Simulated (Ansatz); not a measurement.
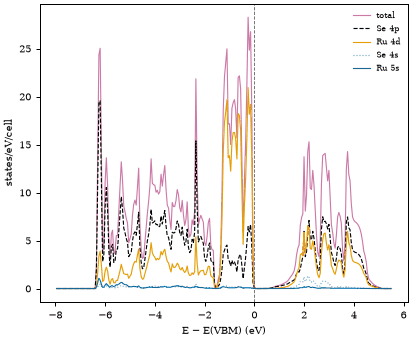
Total and projected density of states of RuSe$_{2}$ in space group Pa-3 (No. 205; Ru on 4a, Se on 8c), the program Ansatz at the r²SCAN level (PAW)

Question: Which orbitals carry the states next to the gap?

Answer: Top 1 eV of the valence band: Ru 4d 78 %, Se 4p 18 %. Bottom 1 eV of the conduction band: Se 4p 65 %, Ru 4d 26 %, outside the projected shells 6 %. Projections are on Löwdin-orthogonalised atomic valence shells; empty p or d shells of many metals are not among them.

Question: Where is the tallest occupied peak in this window, and what makes it?

Answer: Near -0.3 eV, about 28 states/eV per cell; the largest projected share is Ru 4d.

The workflow started from a Materials Project entry (that database holds measured and hypothetical structures alike); the Crystallography Open Database files this formula in space group No. 205, but the cells were not matched. Whether it is the stable phase at ambient conditions was not checked. Symmetry was held in the r²SCAN relaxation; whether a distortion lowers the energy is not shown. No spin polarisation was allowed. Spin–orbit coupling is left out wherever it is not named.

Potentials: the later of the program's two PAW sets.
